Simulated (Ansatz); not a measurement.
# Abstraction of F: GeH2F2 + SiH(SiH3)F → GeH2F + SiH(SiH3)F2

Species: GeH2F2 (difluorogermane) `[F][GeH2][F]`, singlet; SiH(SiH3)F, doublet; GeH2F `[F][GeH2]`, doublet; SiH(SiH3)F2, singlet. A radical takes F: the energy is the difference in strength between the Ge–F bond broken and the Si–F bond made.

Shapes, held fixed at every level: PBE0-D4/def2-TZVP. Programs: Ansatz 0.2.0. The zero-point and thermal change to 298 K, harmonic and unscaled (PBE0-D4/def2-TZVP), is -0.1 kJ/mol.

```
              level                    kind  ΔH(298 K) (kJ/mol)  less CCSD(T)/def2-TZVPP
     MP2/def2-TZVPP     perturbation theory               -93.5                     -1.1
        HF/def2-SVP            Hartree–Fock               -83.1                     +9.3
      HF/def2-TZVPP            Hartree–Fock               -97.9                     -5.5
   SPW92/def2-TZVPP                     LDA               -93.5                     -1.1
B3LYP-D4/def2-TZVPP           global hybrid               -98.4                     -6.0
BHLYP-D4/def2-TZVPP           global hybrid              -101.0                     -8.6
 wB97M-V/def2-TZVPP  range-separated hybrid              -104.7                    -12.3
 CCSD(T)/def2-TZVPP   coupled cluster or CI               -92.4                      0.0
```

The highest level, CCSD(T)/def2-TZVPP, gives ΔH(298 K) = -92.4 kJ/mol; the levels span -104.7 to -83.1. The column of differences is taken from that level and isn't an error. No measured value is set beside it here. Open shells run unrestricted. Relativity is left out for Ge. Outer-core shells of Ge are correlated, in sets that cover them unevenly.

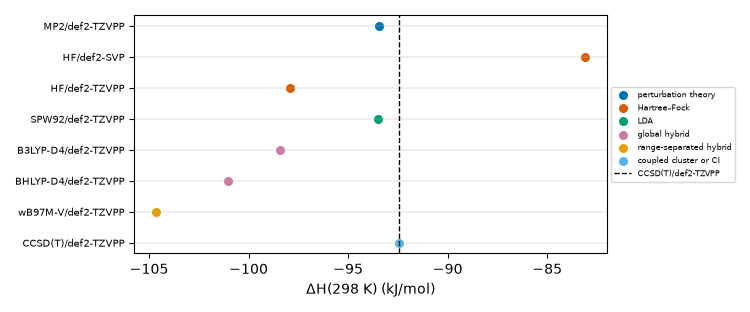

The values of the table, level by level.
